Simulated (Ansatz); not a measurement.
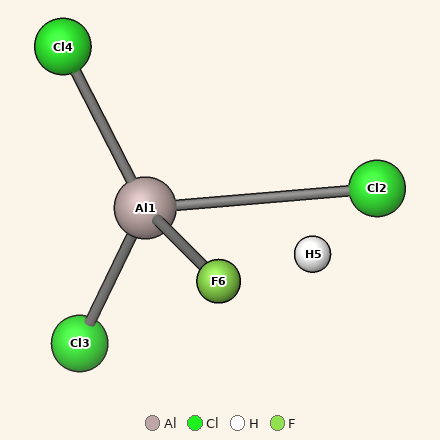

The system is the reacting system AlCl3FH (fragments AlCl₃FH where the first distance is long, AlCl₂F + ClH where the second is long); the picture shows the reference structure. Coordinates scanned: (1) distance Cl2–H5 (bond that forms); (2) distance Al1–Cl2 (bond that breaks). Relaxed at each point: all other coordinates. The grid has 9 × 9 points. Points are written as (first, second). Energies: kJ/mol, counted from a guessed transition structure relaxed with its forming and breaking bonds held. The reference is spin-restricted, so regions where a bond is pulled apart into radicals lie too high. Method: RKS PBE0-D4/def2-SVP in Ansatz.

Its coordinates:

| atom | x (Å) | y (Å) | z (Å) |
| --- | --- | --- | --- |
| Al | -0.4936 | -0.3744 | -0.3530 |
| Cl | 1.3010 | 1.4908 | -0.6355 |
| Cl | 0.1163 | -2.1828 | -1.1493 |
| Cl | -2.4184 | 0.3811 | -0.3239 |
| H | 1.0682 | 0.7547 | 0.9362 |
| F | 0.4264 | -0.0695 | 1.5254 |

Range: distance Cl2–H5 (bond that forms) from 1.197 to 2.697 Å; distance Al1–Cl2 (bond that breaks) from 2.007 to 3.807 Å.

Question: What landscape does the calculation give?

Answer: The lowest grid point is at (2.244 Å, 2.141 Å), −97 kJ/mol from a guessed transition structure relaxed with its forming and breaking bonds held. A higher local minimum lies near (1.308 Å, 2.535 Å) (11 kJ/mol above the lowest at that grid point). The highest grid point, (2.697 Å, 3.807 Å), lies 341 kJ/mol above the lowest. On the interpolated surface the easiest way out of the lowest well to the well at (1.308 Å, 2.535 Å) passes a barrier of about 22 kJ/mol.

```
second ↓, first →  1.197  1.308  1.462  1.637  1.828  2.031  2.244  2.466  2.697
            3.807    −35    −51    −21     38     99    147    186    218    245
            3.530    −40    −57    −27     29     82    122    155    182    205
            3.263    −47    −63    −35     15     58     89    115    138    157
            3.007    −54    −72    −45     −4     26     48     68     86    102
            2.764    −62    −80    −58    −30    −13      1     16     29     42
            2.535    −67    −85    −70    −59    −53    −46    −37    −28    −19
            2.325    −58    −78    −75    −79    −83    −83    −80    −74    −69
            2.141    −26    −49    −60    −77    −90    −96    −97    −95    −92
            2.007     27      1    −23    −49    −67    −77    −81    −82    −81
```

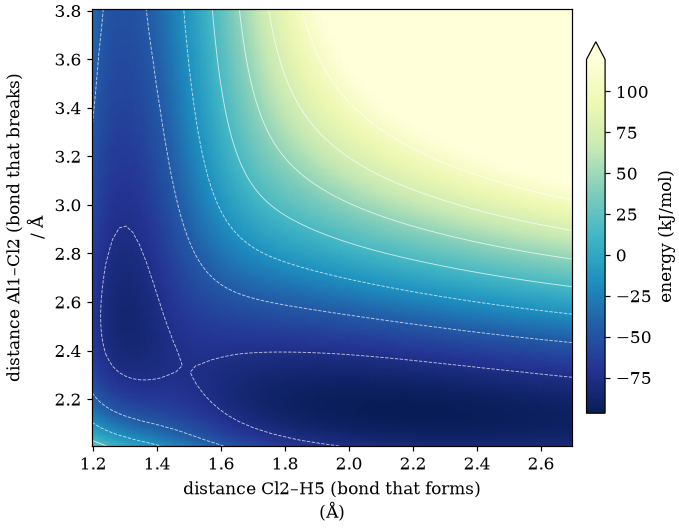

In the figure: a smooth colour map with a few white contour lines, one colour for all values above the top of the scale. Between grid points the surface is interpolated.

Time for the 81 points that were run: 24 min on 1 thread of Arm Neoverse V1 (shared host).
